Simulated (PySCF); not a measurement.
# Bi(NH2)3: other functionals and bases at one geometry

Aim: see how levels, charges and forces of Bi(NH2)3 depend on the level of theory. The structure is generated, not taken from experiment.

Method: several levels, as the steps say, no spin–orbit coupling; program: PySCF 2.14.0.

2 further runs of the same task are left out: 2 for a known fault of the program.

## Step 1: Where the work starts

10 atoms, charge 0, spin multiplicity 1.

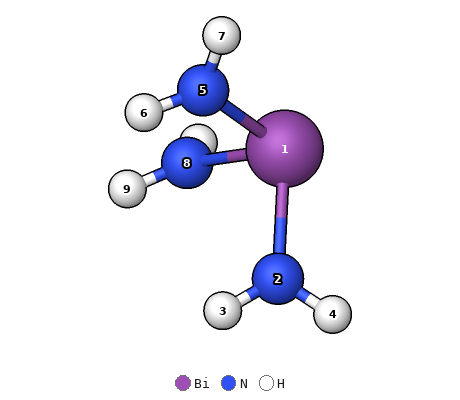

The geometry (bismuth purple, nitrogen blue, hydrogen white); atoms are numbered from 1 in the order of the file.

As a file:

| atom | x (Å) | y (Å) | z (Å) |
| --- | --- | --- | --- |
| Bi1 | 0.0000 | 0.0000 | -1.1529 |
| N2 | 1.8503 | 0.0000 | -0.0770 |
| H3 | 1.9450 | 0.0000 | 0.9328 |
| H4 | 2.7388 | 0.0000 | -0.5661 |
| N5 | -0.9252 | 1.6024 | -0.0770 |
| H6 | -0.9725 | 1.6844 | 0.9328 |
| H7 | -1.3694 | 2.3719 | -0.5661 |
| N8 | -0.9251 | -1.6024 | -0.0770 |
| H9 | -0.9725 | -1.6844 | 0.9328 |
| H10 | -1.3694 | -2.3719 | -0.5661 |

Formal oxidation states: Bi +3. An earlier session relaxed this geometry at B3LYP, Bi def2-SVP with ECP60, N def2-SVP, H def2-SVP (singlet, point group C3v).

At B3LYP on the finer grid: E = -382.407747 Eh, HOMO -5.33 eV, LUMO 0.29 eV, Mulliken charge on Bi1 +0.86 e, largest force component 0.018 eV/Å. 

Levels to run: wB97X; M06-L; BP86; PBE; B3LYP, TZVP; B3LYP, x2c-SVP. Hardware: 2 threads of Intel Xeon at 2.70GHz, shared host.

## Step 2: wB97X

The input, run.py (the lines that set the calculation):

```python
mol = gto.M(atom='''
Bi     0.00000     0.00000    -1.15290
N      1.85027     0.00002    -0.07701
H      1.94498     0.00002     0.93285
H      2.73884     0.00002    -0.56612
N     -0.92515     1.60237    -0.07701
H     -0.97251     1.68439     0.93285
H     -1.36944     2.37189    -0.56612
N     -0.92512    -1.60239    -0.07701
H     -0.97248    -1.68441     0.93285
H     -1.36940    -2.37192    -0.56612''',
    basis={'Bi': 'def2-SVP', 'N': 'def2-SVP', 'H': 'def2-SVP'},
    ecp={'Bi': 'def2-SVP'},
    charge=0, spin=0)
mf = dft.RKS(mol, xc='WB97X')
mf.grids.atom_grid = (75, 302)
mf = mf.density_fit()  # fitting sets: Bi def2-universal-JKFIT, N def2-universal-JKFIT, H def2-universal-JKFIT
mf.conv_tol = 1e-08; mf.max_cycle = 55
mf.kernel(dm0)  # dm0: the density of the relaxed state
```

Command:

```bash
OMP_NUM_THREADS=2 python run.py
```

## Step 3: M06-L

run.py (the lines that set the calculation), as its differences from that of step 2:

```diff
@@ -14,3 +14,3 @@
     charge=0, spin=0)
-mf = dft.RKS(mol, xc='WB97X')
+mf = dft.RKS(mol, xc='M06L')
 mf.grids.atom_grid = (75, 302)
```

## Step 4: BP86

run.py (the lines that set the calculation), as its differences from that of step 3:

```diff
@@ -14,3 +14,3 @@
     charge=0, spin=0)
-mf = dft.RKS(mol, xc='M06L')
+mf = dft.RKS(mol, xc='B88,P86')
 mf.grids.atom_grid = (75, 302)
```

## Step 5: PBE

run.py (the lines that set the calculation), as its differences from that of step 4:

```diff
@@ -14,3 +14,3 @@
     charge=0, spin=0)
-mf = dft.RKS(mol, xc='B88,P86')
+mf = dft.RKS(mol, xc='PBE')
 mf.grids.atom_grid = (75, 302)
```

## Step 6: B3LYP, TZVP

Basis: Bi def2-TZVP with ECP60, N def2-TZVP, H def2-TZVP. 

run.py (the lines that set the calculation), as its differences from that of step 5:

```diff
@@ -11,6 +11,6 @@
 H     -1.36940    -2.37192    -0.56612''',
-    basis={'Bi': 'def2-SVP', 'N': 'def2-SVP', 'H': 'def2-SVP'},
-    ecp={'Bi': 'def2-SVP'},
+    basis={'Bi': 'def2-TZVP', 'N': 'def2-TZVP', 'H': 'def2-TZVP'},
+    ecp={'Bi': 'def2-TZVP'},
     charge=0, spin=0)
-mf = dft.RKS(mol, xc='PBE')
+mf = dft.RKS(mol, xc='B3LYP')
 mf.grids.atom_grid = (75, 302)
@@ -18,2 +18,2 @@
 mf.conv_tol = 1e-08; mf.max_cycle = 55
-mf.kernel(dm0)  # dm0: the density of the relaxed state
+mf.kernel(dm0)  # dm0: free metal ions and neutral atoms
```

## Step 7: B3LYP, x2c-SVP

Basis: Bi x2c-SVPall, N x2c-SVPall, H x2c-SVPall. All electrons are treated, with the spin-free X2C Hamiltonian.

run.py (the lines that set the calculation), as its differences from that of step 6:

```diff
@@ -11,8 +11,9 @@
 H     -1.36940    -2.37192    -0.56612''',
-    basis={'Bi': 'def2-TZVP', 'N': 'def2-TZVP', 'H': 'def2-TZVP'},
-    ecp={'Bi': 'def2-TZVP'},
+    basis={'Bi': 'x2c-SVPall', 'N': 'x2c-SVPall', 'H': 'x2c-SVPall'},
+    nucmod='G',
     charge=0, spin=0)
 mf = dft.RKS(mol, xc='B3LYP')
-mf.grids.atom_grid = (75, 302)
-mf = mf.density_fit()  # fitting sets: Bi def2-universal-JKFIT, N def2-universal-JKFIT, H def2-universal-JKFIT
+mf.grids.atom_grid = (99, 590)
+mf = mf.density_fit()  # fitting sets: Bi AutoAux, N AutoAux, H AutoAux
+mf = mf.sfx2c1e()
 mf.conv_tol = 1e-08; mf.max_cycle = 55
```

Q: Predict the outcome of this session. Wanted: for each run, HOMO; gap; charge on Bi1; dipole; largest force.

The runs gave:

| level | state | HOMO (eV) | gap (eV) | charge on Bi1 (e) | dipole (D) | largest force (eV/Å) | basis functions | time |
| --- | --- | --- | --- | --- | --- | --- | --- | --- |
| B3LYP (relaxed here) | singlet | -5.33 | 5.62 | 0.86 | 0.78 | 0.02 | 98 | 43 s |
| wB97X | singlet | -8.10 | 10.59 | 0.94 | 0.93 | 0.80 | 98 | 14 s |
| M06-L | singlet | -4.40 | 4.53 | 1.04 | 1.01 | 0.30 | 98 | 19 s |
| BP86 | singlet | -4.22 | 3.94 | 0.75 | 0.51 | 0.35 | 98 | 11 s |
| PBE | singlet | -4.10 | 3.92 | 0.76 | 0.54 | 0.30 | 98 | 11 s |
| B3LYP, TZVP | singlet | -5.73 | 5.47 | 1.18 | 1.05 | 0.53 | 179 | 25 s |
| B3LYP, x2c-SVP | singlet | -5.31 | 5.66 | 0.94 | 0.89 | 1.02 | 134 | 76 s |

Times are on 2 threads of Intel Xeon at 2.70GHz, shared host; the first row also made further properties.

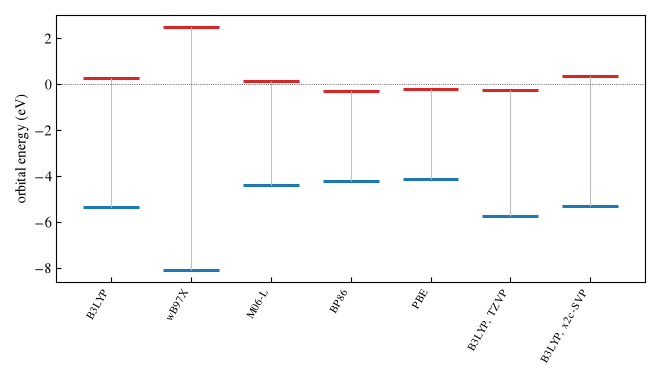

Highest filled and lowest empty level, method by method.

In one basis the HOMO–LUMO gap runs from 3.92 eV (PBE) to 10.59 eV (wB97X). The largest leftover force, 1.02 eV/Å with B3LYP, x2c-SVP, stands at a geometry relaxed at another level. The Mulliken charge on Bi spans +0.75 to +1.18 e over the levels. Total energies of different levels can't be compared. Spin–orbit coupling is left out throughout.
